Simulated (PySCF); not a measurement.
# What a change does: NMR shielding calculation on C2H5N

System: C2H5N, SMILES C1CN1.
Method of the first run: GIAO PBE0/pcSseg-2 NMR shielding, non-relativistic, gas phase (PySCF 2.14.0).

The geometry comes from this level: B3LYP-D3(BJ)/def2-SVP. Text and figures count atoms from 1; the logs count them from 0 in places.

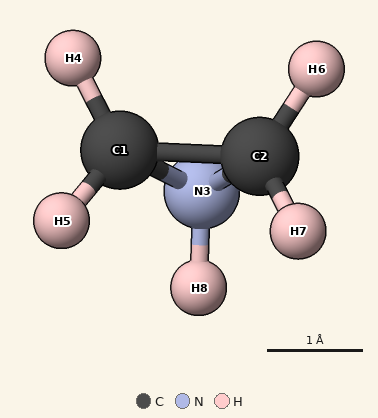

Fig. 1: The structure as given in the input (ball-and-stick view, seen at a tilt; atoms are numbered from 1 in the order of the input). Bond lengths as drawn: C–C 1.49 Å, C–H 1.10 Å, C–N 1.46 Å and H–N 1.02 Å.

## The input, the first run
```
{"job": {"kind": "nmr", "xc": "PBE0", "basis": "pcSseg-2", "pop": false}, "charge": 0, "multiplicity": 1}
C     -2.623995    -0.006785     1.311412
C     -1.380554    -0.546919     0.703304
N     -2.595676    -0.398314    -0.098025
H     -2.722636     1.068538     1.498315
H     -3.158365    -0.637666     2.032140
H     -0.558740     0.128548     0.439986
H     -1.056611    -1.550672     1.004214
H     -3.050697    -1.303378    -0.224504
```

The first line tells a small driver script what to run in PySCF; the rest is the geometry in Å.

Launched with:
```bash
OMP_NUM_THREADS=1 python <driver script> task.json out
```

Hardware: 1 CPU thread, shared host.

## Output (the first run)
```
coarse grid: 6336 points
cycle   1  E = -133.7929954483  dE =  2.815e-01  |g| = 2.751e-01  |ddm| = 1.760e+00
cycle   2  E = -133.7884197618  dE =  4.576e-03  |g| = 3.232e-01  |ddm| = 5.110e-01
cycle   3  E = -133.8118460621  dE = -2.343e-02  |g| = 5.418e-02  |ddm| = 2.579e-01
cycle   4  E = -133.8123207110  dE = -4.746e-04  |g| = 1.957e-02  |ddm| = 3.331e-02
cycle   5  E = -133.8123998675  dE = -7.916e-05  |g| = 4.963e-03  |ddm| = 1.340e-02
cycle   6  E = -133.8124051023  dE = -5.235e-06  |g| = 5.799e-04  |ddm| = 2.543e-03
final grid: 60272 points
cycle   7  E = -133.8148837530  dE = -5.039e-05  |g| = 6.642e-03  |ddm| = 2.436e-02
cycle   8  E = -133.8148790906  dE =  4.662e-06  |g| = 8.090e-03  |ddm| = 9.431e-03
cycle   9  E = -133.8148943729  dE = -1.528e-05  |g| = 6.438e-04  |ddm| = 5.365e-03
cycle  10  E = -133.8148944374  dE = -6.453e-08  |g| = 3.197e-04  |ddm| = 4.873e-04
cycle  11  E = -133.8148944584  dE = -2.093e-08  |g| = 3.530e-05  |ddm| = 1.743e-04
cycle  12  E = -133.8148944586  dE = -2.462e-10  |g| = 5.388e-06  |ddm| = 3.055e-05
converged SCF energy = -133.8148944586

GIAO shielding tensors (ppm)
atom      isotropic    diamagn.    paramagn.     s11        s22        s33       span
  0 C      164.483     247.609     -83.126    124.186    164.487    204.777     80.592
  1 C      164.488     243.179     -78.690    124.184    164.487    204.794     80.610
  2 N      253.208     310.071     -56.863    179.009    261.273    319.342    140.334
  3 H       29.879      29.241       0.638     24.141     26.331     39.166     15.025
  4 H       29.653      27.965       1.688     24.248     26.512     38.201     13.953
  5 H       29.880      31.809      -1.929     24.141     26.331     39.166     15.026
  6 H       29.654      30.335      -0.681     24.248     26.512     38.202     13.954
  7 H       31.978      29.570       2.408     24.524     25.460     45.950     21.426
```

For the second run the input was changed thus:
```diff
-C     -2.623995    -0.006785     1.311412
-C     -1.380554    -0.546919     0.703304
-N     -2.595676    -0.398314    -0.098025
-H     -2.722636     1.068538     1.498315
-H     -3.158365    -0.637666     2.032140
-H     -0.558740     0.128548     0.439986
-H     -1.056611    -1.550672     1.004214
-H     -3.050697    -1.303378    -0.224504
+C     -0.503455     0.358896     0.518931
+C      0.775576    -0.196532    -0.106915
+N     -0.476698    -0.284398    -0.721855
+H     -0.623756     1.455664     0.565532
+H     -0.919279    -0.163435     1.398588
+H      1.522763     0.523493    -0.484821
+H      1.227247    -1.095625     0.348240
+H     -1.002398    -0.598063    -1.517700
```

How does the second run compare with the first run?

With the same method and basis, the second run lies 16.5 kcal/mol higher. The HOMO goes from −7.24 to −6.20 eV. The LUMO goes from 0.63 to 1.00 eV. The dipole moment goes from 1.71 to 0.32 D. Of all shieldings, the largest change is that of H8, by −4.4 ppm. The number of SCF iterations is the same.

## Output (the second run)
```
coarse grid: 6336 points
cycle   1  E = -133.7650440627  dE =  3.879e-01  |g| = 2.906e-01  |ddm| = 1.806e+00
cycle   2  E = -133.7519251899  dE =  1.312e-02  |g| = 3.926e-01  |ddm| = 4.621e-01
cycle   3  E = -133.7858774857  dE = -3.395e-02  |g| = 3.082e-02  |ddm| = 2.627e-01
cycle   4  E = -133.7859958711  dE = -1.184e-04  |g| = 2.042e-02  |ddm| = 2.987e-02
cycle   5  E = -133.7860876850  dE = -9.181e-05  |g| = 2.406e-03  |ddm| = 1.212e-02
cycle   6  E = -133.7860887530  dE = -1.068e-06  |g| = 2.369e-04  |ddm| = 1.395e-03
final grid: 60272 points
cycle   7  E = -133.7886556690  dE = -4.607e-05  |g| = 6.310e-03  |ddm| = 2.800e-02
cycle   8  E = -133.7886498689  dE =  5.800e-06  |g| = 8.198e-03  |ddm| = 9.305e-03
cycle   9  E = -133.7886651260  dE = -1.526e-05  |g| = 6.322e-04  |ddm| = 5.161e-03
cycle  10  E = -133.7886651953  dE = -6.927e-08  |g| = 2.710e-04  |ddm| = 4.749e-04
cycle  11  E = -133.7886652101  dE = -1.480e-08  |g| = 2.555e-05  |ddm| = 1.442e-04
cycle  12  E = -133.7886652102  dE = -1.209e-10  |g| = 2.187e-06  |ddm| = 2.175e-05
converged SCF energy = -133.7886652102

GIAO shielding tensors (ppm)
atom      isotropic    diamagn.    paramagn.     s11        s22        s33       span
  0 C      165.417     244.987     -79.569    117.813    157.679    220.761    102.948
  1 C      165.415     244.987     -79.572    117.814    157.677    220.753    102.939
  2 N      254.940     322.651     -67.711    173.081    241.441    350.298    177.217
  3 H       29.102      29.150      -0.048     22.824     26.249     38.232     15.407
  4 H       29.102      29.149      -0.048     22.824     26.249     38.231     15.407
  5 H       29.102      29.149      -0.048     22.824     26.249     38.231     15.407
  6 H       29.102      29.150      -0.048     22.824     26.249     38.231     15.407
  7 H       27.602      31.251      -3.649     21.698     25.219     35.890     14.192
```

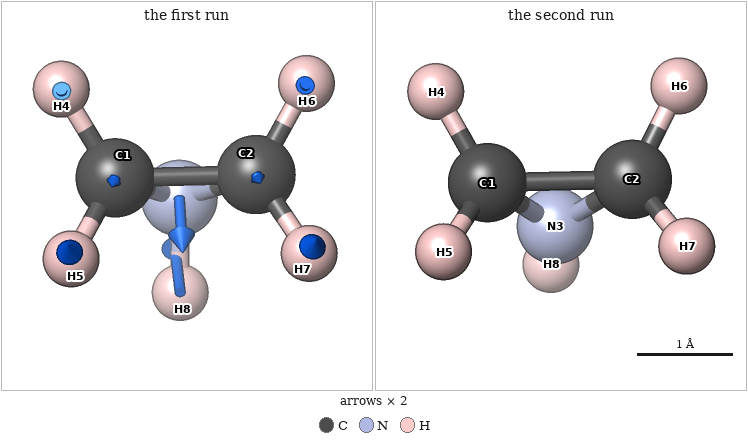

Fig. 2: The two input geometries at one scale (ball-and-stick view, seen at a tilt). The blue arrows on the first give the shifts of the atoms after the best rigid fit, magnified 2 times. The largest move after the best rigid fit is that of H8, 0.57 Å. By element the largest moves are H 0.57 Å, N 0.35 Å, C 0.06 Å. Among the contacts that change: C1–N3 1.463 → 1.398 Å, C1–C2 1.486 → 1.528 Å, N3–H8 1.021 → 1.004 Å, C1–H4 1.096 → 1.104 Å.

## The two runs side by side

| quantity | the first run | the second run |
| --- | --- | --- |
| outcome | converged | converged |
| total energy (hartree) | −133.814894 | −133.788665 |
| HOMO (eV) | −7.24 | −6.20 |
| LUMO (eV) | 0.63 | 1.00 |
| dipole moment (D) | 1.71 | 0.32 |
| shielding of C1 (ppm) | 164.5 | 165.4 |
| shielding of C2 (ppm) | 164.5 | 165.4 |
| shielding of N3 (ppm) | 253.2 | 254.9 |
| shielding of H4 (ppm) | 29.9 | 29.1 |
| shielding of H6 (ppm) | 29.9 | 29.1 |
| shielding of H7 (ppm) | 29.7 | 29.1 |
| shielding of H8 (ppm) | 32.0 | 27.6 |
| SCF iterations | 12 | 12 |
| basis functions | 178 | 178 |
| wall time (shared host) | 12 s | 16 s |
